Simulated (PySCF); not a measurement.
```xyz
10

Cl   -0.4844    2.2280   -0.9889
C    -0.2386    0.9555    0.2504
C    -1.1436   -0.2195    0.0472
C    -0.3256   -1.2596   -0.1433
Si    1.2669   -0.2475   -0.0277
H    -0.3643    1.4569    1.2091
H    -2.2218   -0.1815    0.0550
H    -0.6123   -2.2871   -0.2963
H     2.1322   -0.4435    1.1326
H     2.0004    0.0028   -1.2607
```

Geometry: GFN2-xTB.

Method: PBE0/pcSseg-1, SCF density, gas phase, non-relativistic (PySCF 2.14.0).

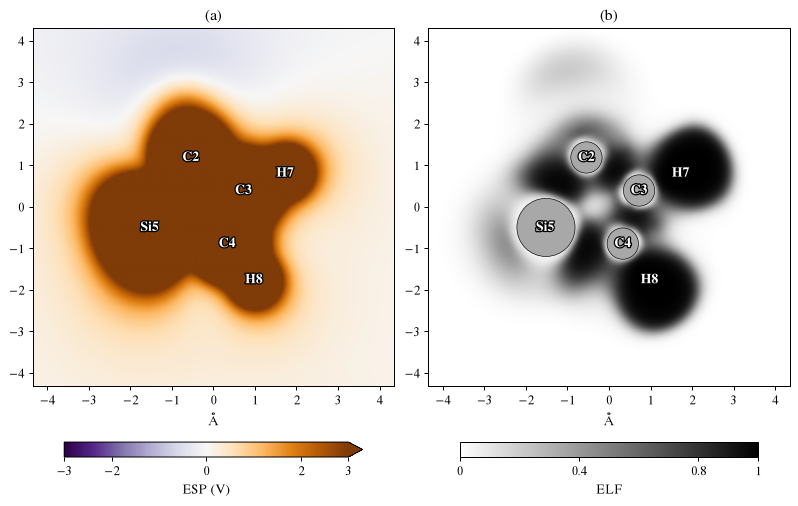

C3H5ClSi (SMILES Cl[C@H]1C=C[SiH2]1). (a) molecular electrostatic potential; (b) electron localisation function on the plane of atoms Si5, C4 and H8. Grey discs cover the atomic cores in the ELF map.

What does the map show?

Answer. Atoms in the plane: C, Si and H. C–C (1.34 Å): the ELF peaks at about 0.90 between the atoms (a short, multiple covalent bond). C–Si (1.89 Å): the ELF peaks at about 0.95 between the atoms, as expected for a shared electron pair. C–H (1.08 Å): the ELF climbs to about 1 towards the hydrogen, as it does in any bond to H: a covalent bond by its length. C–C (1.50 Å): the ELF peaks at about 0.95 between the atoms (localised, covalent bonding). C–Si (1.95 Å): the ELF peaks at about 0.95 between the atoms, as expected for a covalent bond. Outside the dense part of the molecule the potential is most negative (−0.5 V) near Cl1, which lies off the plane.
